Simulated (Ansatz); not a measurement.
# Single-point calculation of SiNH₃F₂

System: SiNH₃F₂.
Method: RKS PBE0-D4/def2-TZVPP (Ansatz 0.2.0).

The geometry is the product side of a reaction. The reaction was set up to form Si1–H4 and Si1–N5 and to break H4–N5 (atoms counted from 1 in the order of the input); sticks are drawn by distance alone. The geometry comes from this level: PBE0-D4/def2-TZVP.

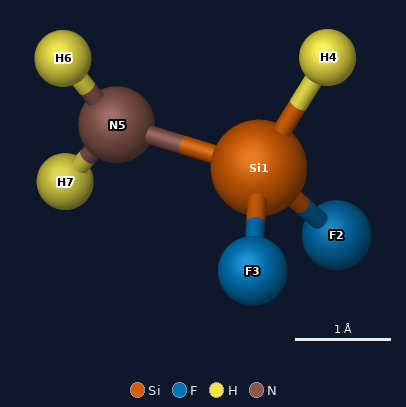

Fig. 1: The input geometry (ball-and-stick view, seen at a tilt; atoms are numbered from 1 in the order of the input). Bond lengths as drawn: F–Si 1.59 Å, H–N 1.01 Å, H–Si 1.47 Å and N–Si 1.68 Å.

**Results in brief**

| quantity | value |
| --- | --- |
| outcome | converged |
| total energy | −14848.2207 eV |
| mean-field energy | −14848.1290 eV |
| dispersion energy | −0.0917 eV |
| SCF solution under orbital rotations | stable |
| HOMO | −8.38 eV |
| LUMO | 0.73 eV |
| hardware | 2 threads of Arm Neoverse V1, 23 GiB of memory available, shared host |
| wall time | 2.6 s (CPU time 4.9 s) |
| peak memory | 0.38 GiB |

**Input file**
```yaml
crystal:
  periodic: [false, false, false]
  atoms:
    - {symbol: Si, position_ang: [-0.165040, -0.597535, -0.145129]}
    - {symbol: F, position_ang: [1.113660, -1.357023, -0.696551]}
    - {symbol: F, position_ang: [-1.181198, -0.582883, -1.368663]}
    - {symbol: H, position_ang: [-0.808374, -1.350976, 0.940742]}
    - {symbol: N, position_ang: [0.320618, 0.925169, 0.385121]}
    - {symbol: H, position_ang: [-0.245773, 1.465139, 1.017190]}
    - {symbol: H, position_ang: [0.966206, 1.498108, -0.132708]}
basis:
  gaussian: {orbitals: def2-TZVPP}
hamiltonian: {xc: pbe0, dispersion: d4}
output: {orbitals: {seedname: orbitals}}
```

Launch command:
```bash
ansatz run in.yaml --threads 2 --pin off --events-out ev --progress --plain --max-ram 4352MiB
```

**Output**
```
Functional definition: PBE0
  name "PBE0"
  cite "Adamo & Barone, J. Chem. Phys. 110, 6158 (1999) doi:10.1063/1.478522"
  cite "Perdew, Burke & Ernzerhof, Phys. Rev. Lett. 77, 3865 (1996) doi:10.1103/PhysRevLett.77.3865"
  parent pbe
  parameter a = 0.25
  parameter kappa = 0.804
  parameter beta = 0.06672455060314922
  exchange = (1 - a)*pbe_x(kappa = kappa, mu = beta*pi^2/3) + a*exact_x
  correlation = pbe_c(beta = beta)
935 factors; their error is unknown
mean field evaluation 1: about -14840.7104 eV, gradient 6.8e1 eV
mean field evaluation 2: about -14833.8031 eV, gradient 8.9e1 eV
mean field evaluation 4: about -14848.0821 eV, gradient 1.3e0 eV
mean field evaluation 8: about -14848.0877 eV, gradient 1.5e-2 eV
mean field evaluation 16: about -14848.1289 eV, gradient 3.3e-5 eV
mean field -14848.12894982 eV, -545.6586744827 hartree, gradient 3.3e-5 eV, S^2 0.000000; 0 other end points of the search recorded, 0 dependent functions left out
reference -14848.12897468 eV, -545.6586753963 hartree; 21, 21 occupied and 156, 156 virtual orbitals, 935 factors
Total energy: -14848.22065353 eV, -545.6620445317 hartree
```

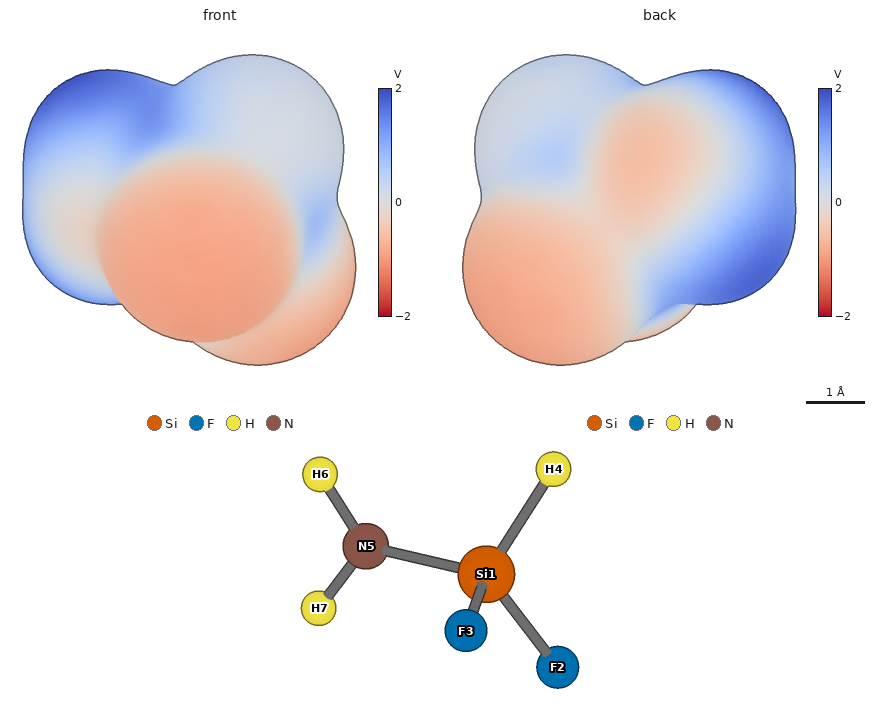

Fig. 2: The molecular electrostatic potential painted on the density surface at 0.001 e/bohr³, seen at a tilt and from behind; the colour scale runs from red (negative) to blue (positive). The bare structure is drawn below in the same view.

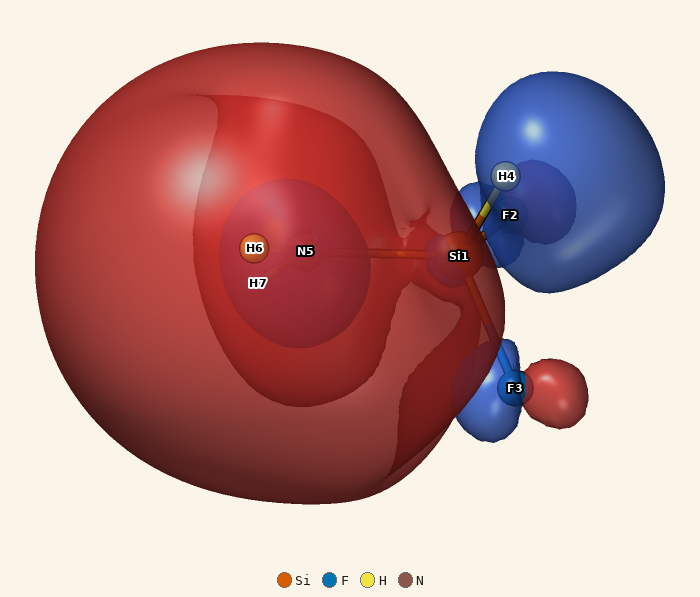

Fig. 3: One frontier orbital at ±0.05 Å⁻³ᐟ² (blue and red are the two phases), seen from the side. The LUMO, at 0.73 eV. By Hirshfeld shares it lies mainly on H6 (25 %), H7 (25 %), Si1 (25 %) and N5 (15 %).

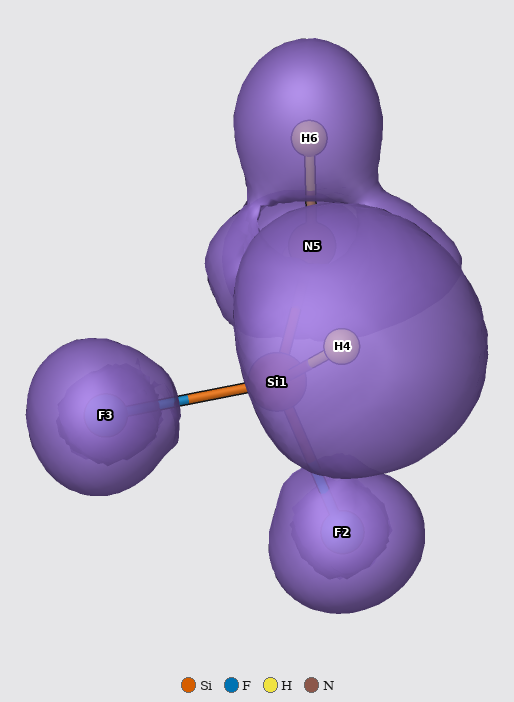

Fig. 4: Isosurface of the ELF at 0.8 (purple), seen at an oblique angle. Core shells and regions of very low density are left out. Values along the shortest contacts: Si–F (1.59 Å): the ELF peaks at about 0.85 between the atoms, which marks a polar covalent bond.

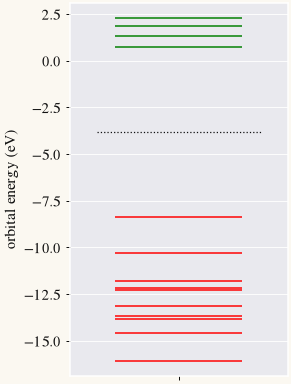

Fig. 5: Orbital energies near the frontier; the dotted line parts filled from empty levels, and levels within 0.02 eV of each other stand side by side. Highest filled −8.38 eV, lowest empty 0.73 eV, 9.11 eV apart.
